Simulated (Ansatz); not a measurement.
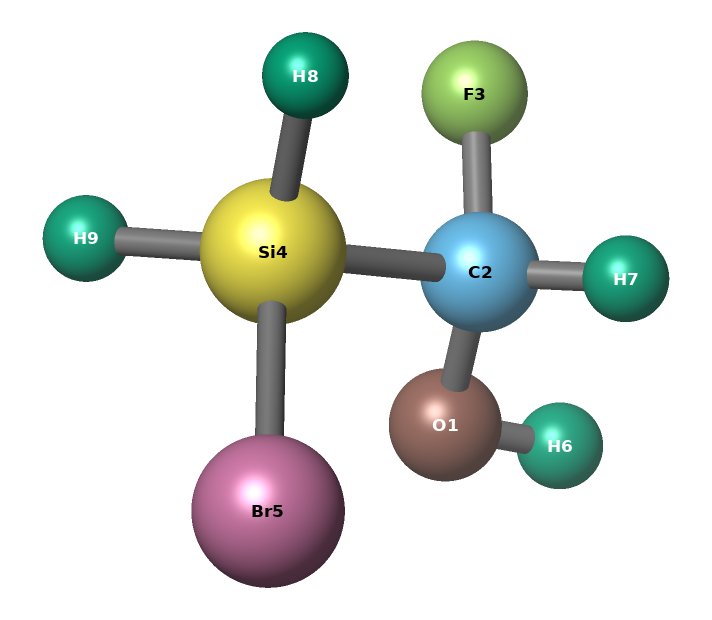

The geometry was computed by an optimisation with PBE-D4/def2-SVP. No frequency run is at hand to confirm it as a minimum.

Which atoms are bonded, and how long are the bonds?

| bond | length (Å) | order |
| --- | --- | --- |
| O1–C2 | 1.378 | single |
| O1–H6 | 0.978 | single |
| C2–F3 | 1.417 | single |
| C2–Si4 | 1.922 | single |
| C2–H7 | 1.118 | single |
| Si4–Br5 | 2.242 | single |
| Si4–H8 | 1.499 | single |
| Si4–H9 | 1.498 | single |
